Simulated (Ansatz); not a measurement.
**CH4···H3OSi (doublet): density, localisation and related maps**

| atom | x (Å) | y (Å) | z (Å) |
| --- | --- | --- | --- |
| H | 0.3374 | -1.5832 | 0.1203 |
| O | 0.8259 | 0.0894 | -1.6200 |
| Si | 0.1472 | 1.4775 | -1.0198 |
| C | -0.1807 | -1.4550 | 1.0722 |
| H | 0.7756 | 1.9195 | 0.2509 |
| H | -1.3247 | 1.3711 | -0.8545 |
| H | 0.4779 | 2.4307 | -2.1213 |
| H | 0.3526 | -0.7290 | 1.6861 |
| H | -1.1989 | -1.1091 | 0.8932 |
| H | -0.2124 | -2.4119 | 1.5928 |

The product side of a reaction path; geometry: PBE0-D4/def2-TZVP.

Theory: Ansatz, UKS PBE0-D4/def2-TZVPP.

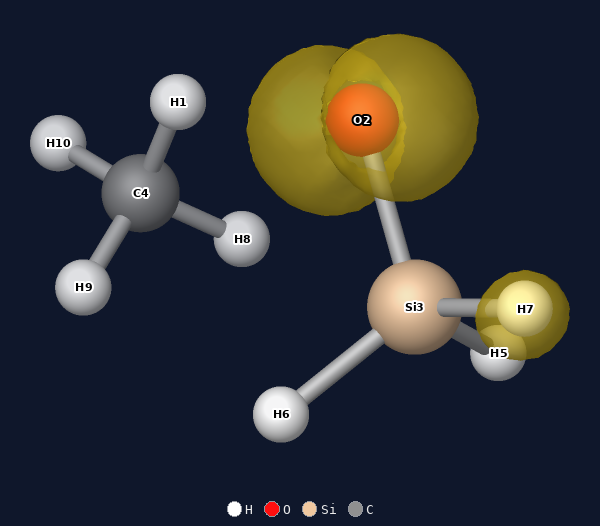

Figure 1. Isosurfaces of the spin density at +0.06 (yellow) and −0.06 e/Å³ (cyan), seen at an oblique angle.

> Describe the spin distribution.

The unpaired spin (1 electron) lies mostly on O2 (about 0.8), in electrons by Hirshfeld's partition. Only one sign reaches the isovalue.

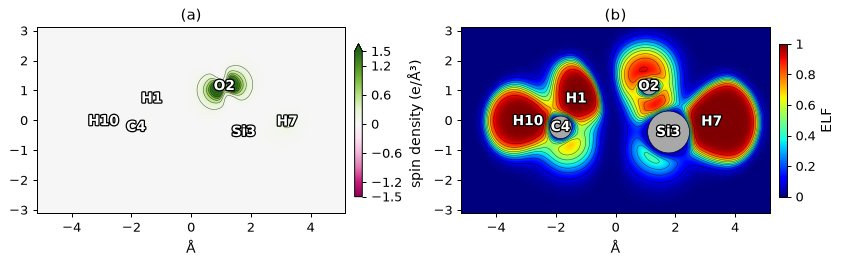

Figure 2. (a) spin density; (b) ELF on the plane of atoms H1, C4 and H10. Grey discs cover the atomic cores in the ELF map.

> What does the map show?

The section cuts through H, O, Si and C sites. O2···H1 (2.46 Å): the ELF dips to about 0 between them (a weak contact between the two molecules). Si–O (1.66 Å): the ELF peaks at about 0.90 between the atoms; a polar covalent bond. C–H (1.09 Å): the ELF climbs to about 1 towards the hydrogen, as it does in any bond to H; a covalent bond by its length. Si–H (1.49 Å): the ELF climbs to about 1 towards the hydrogen. The ELF also peaks beside O2, away from the bonds: non-bonding electrons, paired or unpaired.

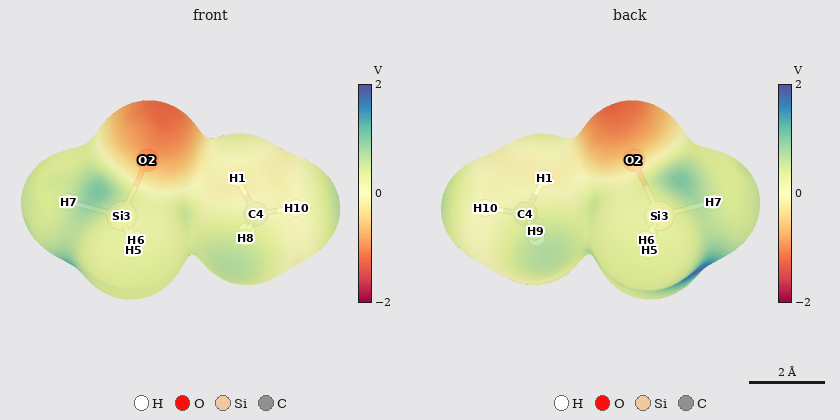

Figure 3. The electrostatic potential painted on the density surface at 0.002 e/bohr³, seen from the front and from behind; red is negative and blue positive.

> Which sites attract a positive test charge, and which a negative one?

A positive charge is drawn to the negative regions and a negative charge to the positive ones. The most negative region (about −1.2 V) lies over O2, the most positive (about +1.7 V) over Si3. O2 is the likeliest acceptor of a hydrogen bond.

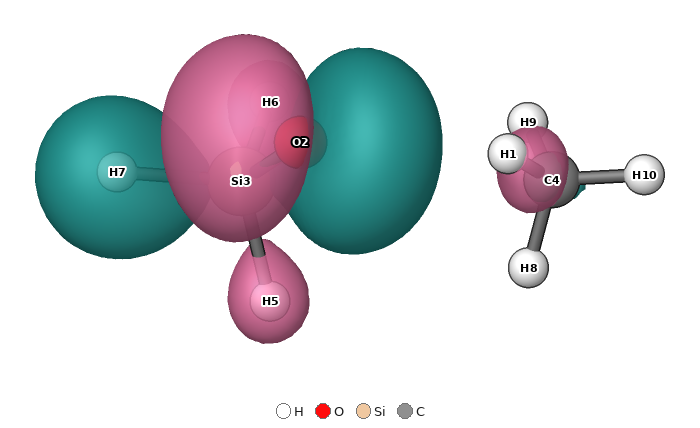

Figure 4. The LUMO (β) at ±0.08 Å⁻³ᐟ² (teal and pink are the two phases), seen from one side.

> Describe this orbital and give its energy.

Its weight (Hirshfeld) is mainly on O2 (about 75 %) and H7 (about 5 %). Its energy is −4.65 eV.
